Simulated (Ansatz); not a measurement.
Input

```
crystal:
  periodic: [false, false, false]
  atoms:
    - {symbol: N, position_ang: [-1.973717, 1.514062, -1.801325]}
    - {symbol: O, position_ang: [0.118036, 2.288341, -0.610547]}
    - {symbol: Si, position_ang: [-0.785348, 0.894230, -0.750709]}
    - {symbol: H, position_ang: [-2.738634, 0.954088, -2.139680]}
    - {symbol: H, position_ang: [-1.990673, 2.462624, -2.147867]}
    - {symbol: H, position_ang: [0.886440, 2.204077, -0.043333]}
basis:
  gaussian:
    orbitals: def2-TZVPD
hamiltonian:
  xc: pbe0
output:
  forces: true
  orbitals: {seedname: orbitals}
```

Run with:

```sh
ansatz run input.yaml --threads 2 --pin off --max-ram 4350MiB --events-out events.jsonl --progress --plain --runs-dir runs
```

Geometry: PBE0-D4/def2-TZVP.

Level of theory: Ansatz, isolated molecule in a Gaussian basis; Kohn-Sham density functional theory, functional PBE0.

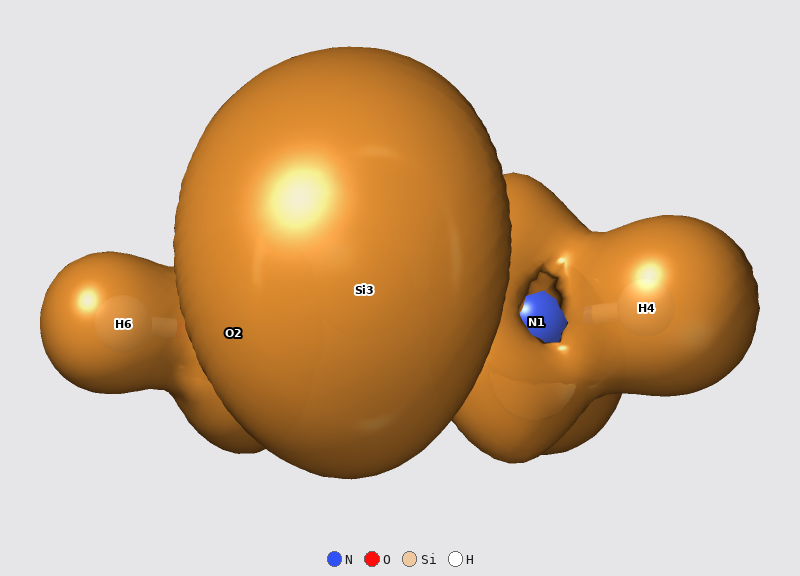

H$_{3}$NOSi (SMILES N[Si]O). Isosurface of the electron localisation function at 0.75 (orange), seen from one side. Core shells and regions of very low density are left out.

Question: What do the ELF domains correspond to?

Answer: At this value the surface marks out one lobe on Si, pointing away from the bonds (lone pairs), one joined region spread over several atoms (H, N), in which their bonds and any lone pairs are merged and one joined region spread over several atoms (H, O), in which their bonds and any lone pairs are merged. Along the contacts the grid gives the following. Si–O (1.67 Å): the ELF peaks at about 0.85 between the atoms (a polar covalent bond). Si–N (1.70 Å): the ELF peaks at about 0.90 between the atoms; a polar covalent bond.
